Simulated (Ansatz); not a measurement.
**SiNH₄: a changed input and its effect**

System: SiNH₄, multiplicity 2.
Method of run A: UKS SPW92/def2-TZVPP (Ansatz 0.2.0).

The geometry comes from this level: PBE0-D4/def2-TZVP. Text and figures count atoms from 1; the logs count them from 0 in places.

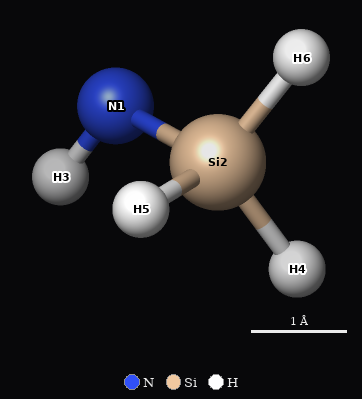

Figure 1. The input geometry (ball-and-stick view, seen at a tilt; atoms are numbered from 1 in the order of the input).

Input file, run A:
```yaml
crystal:
  periodic: [false, false, false]
  atoms:
    - {symbol: N, position_ang: [0.592145, -0.835218, 0.909470]}
    - {symbol: Si, position_ang: [-0.203705, 0.347586, -0.109981]}
    - {symbol: H, position_ang: [0.922750, -1.640651, 0.372666]}
    - {symbol: H, position_ang: [-1.310562, -0.282320, -0.885520]}
    - {symbol: H, position_ang: [0.789510, 0.911815, -1.068907]}
    - {symbol: H, position_ang: [-0.748136, 1.434788, 0.736172]}
basis:
  gaussian: {orbitals: def2-TZVPP}
magnetization: {spin_polarized: true, initial_magnetization: 1}
hamiltonian: {xc: lda}
output: {orbitals: {seedname: orbitals}}
```

Hardware: 2 CPU threads, shared host.

Output (run A):
```
Functional definition: SPW92
  exchange = slater_x
  correlation = pw_c
679 factors; their error is unknown
mean field evaluation 1: about -9378.8185 eV, gradient 4.3e1 eV
mean field evaluation 2: about -9320.4981 eV, gradient 9.7e1 eV
mean field evaluation 4: about -9386.2616 eV, gradient 8.9e0 eV
mean field evaluation 8: about -9386.8067 eV, gradient 2.2e-1 eV
mean field evaluation 16: about -9386.7883 eV, gradient 1.2e-4 eV
mean field -9386.78834778 eV, -344.9581091871 hartree, gradient 2.8e-5 eV, S^2 0.752690; 3 other end points of the search recorded, 0 dependent functions left out
reference -9386.78837957 eV, -344.9581103556 hartree; 13, 12 occupied and 116, 117 virtual orbitals, 679 factors
Total energy: -9386.78837957 eV, -344.9581103556 hartree
```

Run B used a changed input.

The two runs side by side:

| quantity | run A | run B |
| --- | --- | --- |
| outcome | converged | converged |
| total energy (hartree) | −344.958110 | −346.061047 |
| HOMO (eV) | −6.55 | −11.53 |
| LUMO (eV) | −5.46 | 1.81 |
| ⟨S²⟩ | 0.753 | 0.759 |
| basis functions | 129 | 129 |
| wall time (shared host) | 1.1 s | 15 s |

What was changed in the input?

The change (lines with − go, lines with + come):
```diff
-hamiltonian: {xc: lda}
+correlation: {method: ccsd_t}
+scf: {omitted_lower_state_checks: [cluster_reference]}
```

The total energies belong to different methods, so their difference says nothing on which is more stable or more accurate. The HOMO goes from −6.55 to −11.53 eV. The LUMO goes from −5.46 to 1.81 eV.

Output (run B):
```
Functional definition: HF
  exchange = exact_x
  correlation = 0
these checks for a lower state are left out or cut short: cluster_reference
738 factors; integrals over basis functions are off by at most 7.2e-4 eV
mean field evaluation 1: about -9403.8924 eV, gradient 2.1e1 eV
mean field evaluation 2: about -9403.8946 eV, gradient 2.1e1 eV
mean field evaluation 4: about -9407.1147 eV, gradient 3.1e0 eV
mean field evaluation 8: about -9407.2869 eV, gradient 1.6e-1 eV
mean field evaluation 16: about -9406.5357 eV, gradient 6.5e0 eV
mean field -9407.28752710 eV, -345.7114401325 hartree, gradient 4.0e-6 eV, S^2 0.759240; 4 other end points of the search recorded, 0 dependent functions left out
6 core orbitals not correlated: weight in the atoms' cores, before any rotation towards them, 1.000 or more for the frozen orbitals, at most 0.000 for the correlated occupied ones
reference -9407.28752710 eV, -345.7114401325 hartree; 7, 6 occupied and 116, 117 virtual orbitals, 738 factors
second order -8.20971972 eV of doubles, -0.00000000 eV of singles
cycle   1  -8.89933739 eV  change   -6.9e-1 eV  update   6.7e-2
cycle   2  -9.18597102 eV  change   -2.9e-1 eV  update   2.3e-2
cycle   3  -9.22536355 eV  change   -3.9e-2 eV  update   1.1e-2
cycle   4  -9.22392308 eV  change    1.4e-3 eV  update   5.2e-3
cycle   5  -9.22487314 eV  change   -9.5e-4 eV  update   2.6e-3
cycle   6  -9.22547118 eV  change   -6.0e-4 eV  update   9.9e-4
cycle   7  -9.22559303 eV  change   -1.2e-4 eV  update   3.7e-4
cycle   8  -9.22569268 eV  change   -1.0e-4 eV  update   1.3e-4
cycle   9  -9.22565716 eV  change    3.6e-5 eV  update   5.3e-5
cycle  10  -9.22563962 eV  change    1.8e-5 eV  update   2.5e-5
cycle  11  -9.22564466 eV  change   -5.0e-6 eV  update   1.6e-5
perturbative correction -0.28762929 eV, -0.0105701816 hartree
Total energy: -9416.80080106 eV, -346.0610465021 hartree
Checks for a lower state left out: cluster_reference
```
